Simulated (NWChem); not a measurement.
# SiH2OF (SMILES O[SiH]F): UCAM-B3LYP/def2-SVP

What is the electronic atomisation energy of SiH2OF at UCAM-B3LYP/def2-SVP? 

The calculation is run with NWChem 7.3.0.

## 1. The molecule

SiH2OF: 5 atoms, total charge 0, spin state doublet. As SMILES, `O[SiH]F`. The shape is that of a PBE0-D4/def2-TZVP optimisation. This is one conformer, not always the lowest.

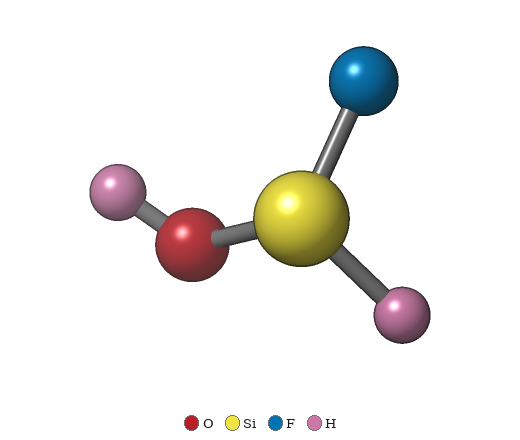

Viewed from a chosen angle; oxygen red, silicon yellow, fluorine blue, hydrogen pink.

## 2. A single-point energy at UCAM-B3LYP/def2-SVP (run 1)

Input file fh2osi.nw:

```
start fh2osi
memory total 2200 mb

geometry noautosym nocenter noautoz
  O    -0.615200   -0.884600   -0.276300
  Si    0.283900    0.245700    0.493100
  F     0.207000    1.646500   -0.283100
  H    -1.564500   -0.765100   -0.338000
  H     1.688800   -0.242600    0.404400
end

basis "ao basis" spherical bse
  * library def2-SVP
end

dft
  xc xcamb88 1.00 lyp 0.81 vwn_5 0.19 hfexch 1.00
  cam 0.33 cam_alpha 0.19 cam_beta 0.46
  mult 2
  grid huge
  convergence energy 1e-08
  direct
  iterations 100
  mulliken
  noprint "final vectors analysis"
end

task dft
```

Started as:

```console
$ nwchem fh2osi.nw > fh2osi.out
```

Log:

```text
[...]
          Wavefunction type:  spin polarized.
          No. of atoms     :     5
          No. of electrons :    33
[...]
          Charge           :     0
          Spin multiplicity:     2
[...]
          AO basis - number of functions:    56
[...]
              XC Information
              --------------
                     Hartree-Fock (Exact) Exchange  1.000
                   CAM-Becke88 Exchange Functional  1.000
                      VWN V Correlation Functional  0.190 local
              Lee-Yang-Parr Correlation Functional  0.810
[...]
 d= 0,ls=0.0,diis     1   -465.4526341600 -5.76D+02  9.78D-03  1.72D-01     2.6
[...]
 d= 0,ls=0.0,diis    11   -465.5302950510 -4.80D-09  3.87D-07  5.69D-11    28.3
[...]
         Total DFT energy =     -465.530295050951
      One electron energy =     -864.314769552613
           Coulomb energy =      329.400813903916
    Exchange-Corr. energy =      -40.753114289021
 Nuclear repulsion energy =      110.136774886767
[...]
      Total Density - Mulliken Population Analysis
     ---------------------------------------------
    Atom       Charge   Shell Charges
 -----------   ------   -------------------------------------------------------
    1 O    8     8.37   1.99  1.07  0.62  2.91  1.78  0.01
    2 Si  14    13.39   2.00  1.98  1.01  0.26  5.92  1.12  0.71  0.38
    3 F    9     9.33   1.99  1.12  0.79  3.36  2.07  0.01
    4 H    1     0.80   0.67  0.07  0.07
    5 H    1     1.11   0.73  0.37  0.01
[...]
      <S2> =      0.7518 (Exact =     0.7500)
[...]
```

Run time: 29 s. Hardware: 1 thread of AMD EPYC 9R45 (Zen 5), shared host; peak memory 0.16 GiB.

## 3. The F atom, same level (run 2)

Input file a.xyz:

```xyz
1
F
F      0.000000     0.000000     0.000000
```

Input file a.nw:

```
start a
title "F"
memory stack 880 mb heap 220 mb global 1100 mb
charge 0

geometry units angstrom noautosym nocenter noautoz
   load format xyz a.xyz
end

basis spherical bse
   * library def2-SVP
end

dft
   xc xcamb88 1.00 lyp 0.81 vwn_5 0.19 hfexch 1.00
   cam 0.33 cam_alpha 0.19 cam_beta 0.46
   mult 2
   grid huge
   convergence energy 1e-08
   direct
   maxiter 100
   mulliken
   print low
end

task dft energy
```

Run the same way, it converges to -99.61656 Eh (log not shown).

## 4. The H atom (run 3)

Input file job.nw:

```
start job
title "H CAM-B3LYP"
memory 2200 mb
charge 0

geometry units angstroms noautosym nocenter noautoz
  H     0.000000    0.000000    0.000000
end

basis spherical bse
  H library def2-SVP
end

dft
  xc xcamb88 1.00 lyp 0.81 vwn_5 0.19 hfexch 1.00
  cam 0.33 cam_alpha 0.19 cam_beta 0.46
  mult 2
  grid huge
  convergence energy 1e-08
  direct
  maxiter 100
  mulliken
  noprint "final vectors analysis"
end

task dft energy
```

Run the same way, it converges to -0.49790 Eh (log not shown).

Run 4 isn't shown in full; the table further down has it.

## 5. The Si atom, same level (run 5)

Input file mymol.nw:

```
start mymol
memory 2200 mb
geometry units angstroms noautosym nocenter noautoz
Si     0.000000     0.000000     0.000000
end
basis "ao basis" spherical bse
Si library def2-SVP
end
dft
xc xcamb88 1.00 lyp 0.81 vwn_5 0.19 hfexch 1.00
cam 0.33 cam_alpha 0.19 cam_beta 0.46
mult 3
grid huge
convergence energy 1e-08
direct
iterations 100
mulliken
print low
end
task dft energy
```

Run the same way, it converges to -289.27834 Eh (log not shown).

## 6. All runs side by side

```
run  partner  energy (Eh)   ⟨S²⟩  wall time
  1     base  -465.530295  0.752       29 s
  2    atoms   -99.616557  0.751      1.4 s
  3    atoms    -0.497895  0.750      0.8 s
  4    atoms   -74.977323  2.002      1.3 s
  5    atoms  -289.278345  2.003      1.4 s
```

## 7. Outcome

Level: UCAM-B3LYP/def2-SVP.

```
                     quantity          value
        Si atom: total energy  -289.27834 Eh
                Si atom: ⟨S²⟩          2.003
electronic atomisation energy      18.022 eV
```

In words: Taking the molecule apart into free atoms costs 18.02 eV (1739 kJ/mol), before zero-point energy and without spin-orbit coupling. All runs together took 34 s, the longest 29 s.
